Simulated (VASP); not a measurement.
Band structure of MgS (rock salt). Method: modified Becke-Johnson potential (mBJ), VASP's PBE PAW potentials (set 64) (plane waves; VASP 6.6.1).

mBJ is a potential without an energy functional, so only the levels count.

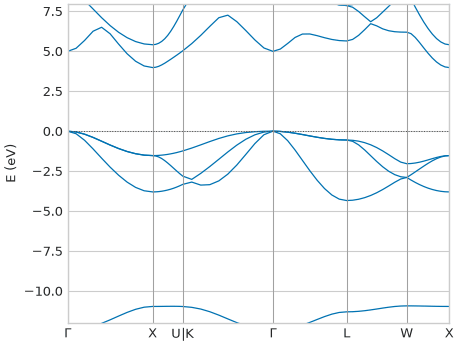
*Bands along high-symmetry lines, zero at the valence-band maximum or, without a gap, the Fermi level*

Question: Read the plot: is there a gap, and where are the band edges?

Answer: The gap is indirect, 3.98 eV, from the valence maximum at Γ to the conduction minimum at X.

The compound is MgS in the rock salt structure. It was relaxed first. The cell's shape comes from a PBE relaxation.
